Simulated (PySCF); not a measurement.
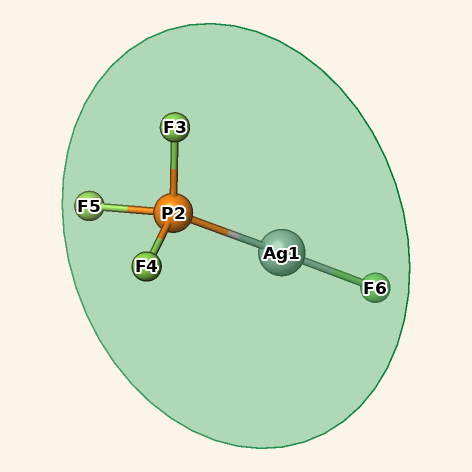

A disc through the centre of mass is drawn in. Atoms fade into the background with distance from the viewer. Charge 0, singlet. The computed structure is the end point of a PBE0-D3(BJ)/def2-SVP optimisation. No frequency run is at hand to confirm it as a minimum.

Is the plane of the disc a mirror plane of the structure?

No. The point group is C3v, with 1 C3 axis and 3 mirror planes, and this plane isn't one of its mirror planes.
